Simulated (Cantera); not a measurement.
Feed: 1 mol Al(CH3)3, 0.85 mol H2O, 8.2 mol N2, held at 1998.15 K.

Equilibrium computed with Cantera from the NASA thermochemical tables; the gas is ideal and each condensed phase is pure. Candidate condensed phases: Al, AlN, Al2O3, C, C6H6, C7H8, C8H18, H2O; 148 gas species. The feed counts by its element totals alone. Equilibrium is a limit: real reactors are often held back by kinetics, nucleation or transport.

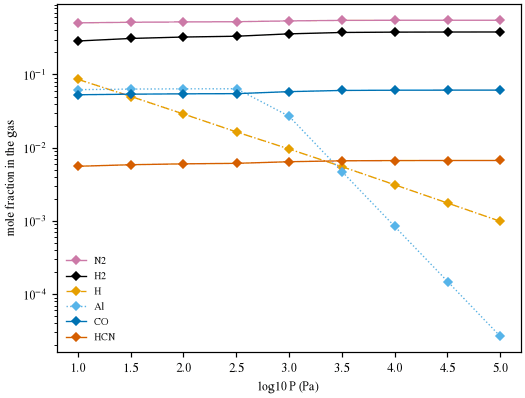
Equilibrium gas composition (values under 1e-9 drawn at 1e-9)

From 0.0750 Torr to 2.40 Torr the condensed part is C(graphite). From 7.50 Torr to 750 Torr the condensed part is AlN(s) + C(graphite). The main Al-bearing gas is Al throughout.
